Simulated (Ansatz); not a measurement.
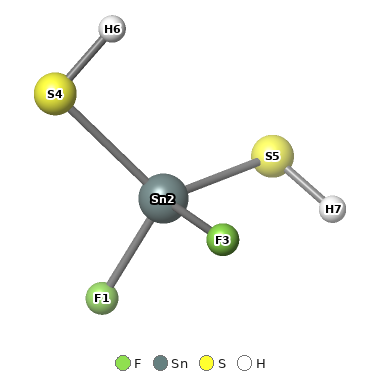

The system is F2H2S2Sn, SMILES [F][Sn]([F])([SH])[SH]; the picture shows the reference structure. First axis: dihedral S4–Sn2–S5–H7. Second axis: dihedral S5–Sn2–S4–H6. Nothing is relaxed (all other coordinates rigid). The scan uses a 12 × 12 grid. Energies: kJ/mol, counted from the lowest grid point. All numbers below come from RHF/def2-TZVP in Ansatz.

Its coordinates:

```xyz
7

F     0.2831   -2.2148    0.5331
Sn    0.0879   -0.3739    0.2357
F     1.5825    0.3292    1.1299
S    -1.9510    0.2164    1.2671
S     0.3470    0.2055   -2.0403
H    -1.9584    1.4529    0.7752
H     1.6703    0.3165   -1.9463
```

Range: dihedral S4–Sn2–S5–H7 from −180 to 150°; dihedral S5–Sn2–S4–H6 from −180 to 150°.

Question: Predict the map.

Answer: The lowest grid point is at dihedral S4–Sn2–S5–H7 = 150°, dihedral S5–Sn2–S4–H6 = 150°. Higher local minima lie near dihedral S4–Sn2–S5–H7 = 150°, dihedral S5–Sn2–S4–H6 = −60° (0.9 kJ/mol above the lowest at that grid point); dihedral S4–Sn2–S5–H7 = −60°, dihedral S5–Sn2–S4–H6 = 150° (1.2 kJ/mol above the lowest at that grid point); dihedral S4–Sn2–S5–H7 = −30°, dihedral S5–Sn2–S4–H6 = −60° (2.2 kJ/mol above the lowest at that grid point). The highest grid point, dihedral S4–Sn2–S5–H7 = −90°, dihedral S5–Sn2–S4–H6 = 60°, lies 10.0 kJ/mol above the lowest. On the interpolated surface the easiest way out of the lowest well to the well at about dihedral S4–Sn2–S5–H7 = −45°, dihedral S5–Sn2–S4–H6 = 150° passes a barrier of about 4.4 kJ/mol. Round the minimum the valley is somewhat tilted: raising dihedral S4–Sn2–S5–H7 shifts the best value of dihedral S5–Sn2–S4–H6 downwards (coupling k₁₂/√(k₁₁k₂₂) about 0.3).

| dihedral S5–Sn2–S4–H6 ↓, dihedral S4–Sn2–S5–H7 → | −180 | −150 | −120 | −90 | −60 | −30 | 0 | 30 | 60 | 90 | 120 | 150 |
| --- | --- | --- | --- | --- | --- | --- | --- | --- | --- | --- | --- | --- |
| 150 | 1.8 | 4.7 | 5.6 | 3.6 | 1.2 | 1.2 | 3.7 | 6.0 | 6.0 | 3.9 | 1.0 | 0.0 |
| 120 | 2.1 | 5.7 | 8.1 | 6.9 | 3.6 | 2.2 | 4.0 | 6.8 | 8.3 | 7.0 | 3.5 | 1.0 |
| 90 | 3.5 | 6.2 | 9.4 | 9.8 | 7.4 | 5.4 | 5.6 | 7.5 | 9.4 | 9.5 | 7.0 | 4.0 |
| 60 | 5.0 | 6.2 | 8.7 | 10.0 | 9.3 | 8.2 | 7.6 | 7.8 | 8.7 | 9.4 | 8.4 | 6.2 |
| 30 | 5.6 | 6.1 | 7.3 | 8.0 | 8.2 | 8.9 | 9.2 | 8.5 | 7.8 | 7.5 | 7.0 | 6.1 |
| 0 | 4.7 | 5.9 | 6.2 | 5.4 | 4.9 | 6.6 | 9.0 | 9.1 | 7.4 | 5.5 | 4.0 | 3.7 |
| −30 | 2.7 | 5.5 | 6.3 | 4.5 | 2.3 | 3.0 | 6.4 | 8.6 | 7.9 | 5.2 | 2.1 | 1.0 |
| −60 | 2.0 | 5.4 | 7.6 | 6.2 | 3.1 | 2.2 | 4.6 | 7.8 | 8.9 | 7.1 | 3.4 | 0.9 |
| −90 | 3.1 | 5.9 | 8.9 | 8.9 | 6.3 | 4.5 | 5.2 | 7.6 | 9.6 | 9.5 | 6.7 | 3.6 |
| −120 | 4.4 | 5.6 | 8.1 | 9.1 | 8.0 | 6.6 | 6.3 | 7.1 | 8.5 | 9.3 | 8.1 | 5.7 |
| −150 | 4.2 | 4.6 | 5.6 | 6.1 | 5.8 | 5.8 | 6.1 | 6.1 | 6.1 | 6.2 | 5.7 | 4.8 |
| −180 | 2.9 | 4.1 | 4.3 | 3.3 | 2.3 | 3.0 | 4.8 | 5.5 | 4.8 | 3.4 | 2.1 | 1.9 |

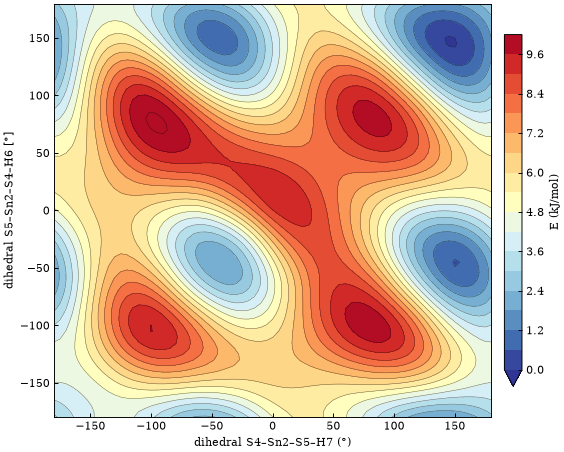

The picture shows filled contours. Between grid points the surface is interpolated.

Time for the 144 points that were run: 28 min on 1 thread of Arm Neoverse V2, with other jobs on the host.
